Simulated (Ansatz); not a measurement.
Energy over volume and axial ratio for Ti (hcp, Mg type)

Ti (hcp, Mg type), conventional cell a = b = 2.9004 Å, c = 4.5902 Å, α = β = 90.00°, γ = 120.00°. The calculation uses the primitive cell of 2 atoms, to which meshes and values per cell refer.

Two coordinates are scanned: the volume, and the ratio of the stretch along z (the conventional c axis) to the stretch across it. Atoms keep their fractional coordinates.

Method: PBEsol (plane waves to 420 eV, PAW, scalar-relativistic; Ansatz, a program for electronic structure). k mesh 18×18×10 (Γ-centred), Fermi-Dirac smearing 0.05 eV. Energies are smeared free energies. Compression counts positive. With partly filled bands, the response to shear is sensitive to the k mesh, so small differences along c/a are uncertain. The PAW data are Ansatz's earlier set. Ti is run without spin polarisation. Ti was relaxed with its symmetry unable to fall. ΔE is measured from the relaxed starting cell.

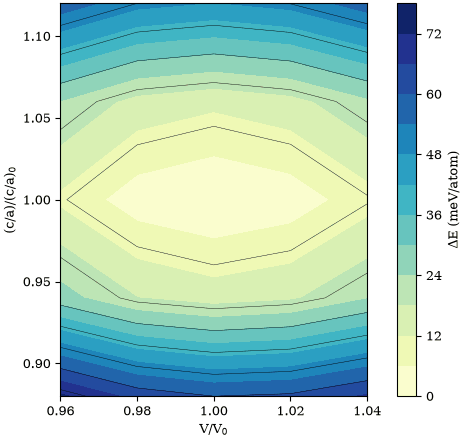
ΔE (meV/atom) over the 5×5 grid of computed points.

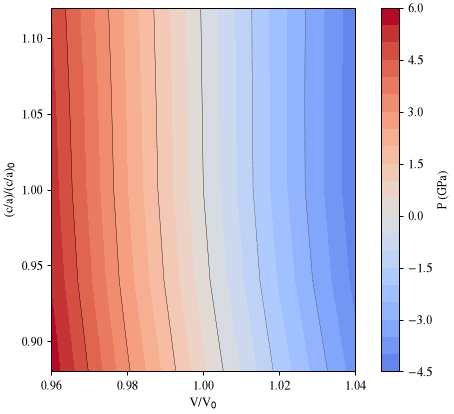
Fig. 1. P (GPa) over the 5×5 grid of computed points.

Highest place on the grid: V/V₀ = 0.960, (c/a)/(c/a)₀ = 0.880 (73 meV/atom). Lowest place on the grid: V/V₀ = 1.000, (c/a)/(c/a)₀ = 1.000 (0 meV/atom).

(Under strain, the slope of the energy per volume gives the stress and its curvature an elastic modulus.)
